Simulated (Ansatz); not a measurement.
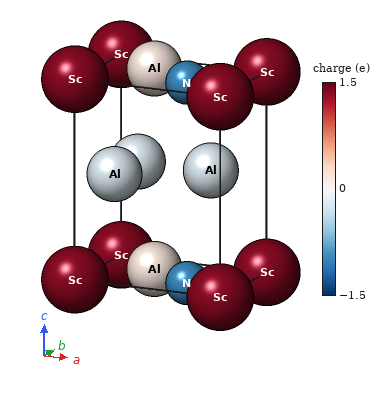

The crystal in a spheres-only representation, seen slightly off an axis. One simulation cell is framed, with atoms on its boundary repeated. The atoms of this ScAl4N cell are coloured by their Bader charge.

Electronic-structure method: Ansatz, DFT PBE, scalar-relativistic, plane waves, PAW. Parameters: plane waves up to 420 eV, a 12×12×8 k-point grid, Gaussian smearing of 0.1 eV, collinear spins. The state is ferromagnetic.

**Which atoms are positive and which negative?**

Most positive: Sc; most negative: N. Charges: about Sc +1.3 e; Al -0.2 to +0.1 e; N -0.9 e.

The model was built from a structure type filled with these elements by a generator (whether the compound takes this form wasn't checked). Earlier steps of the study, as a rule a relaxation of our own, may have changed the cell and positions, so they can lie some per cent off the listed ones. It was the input of a calculation with Ansatz.
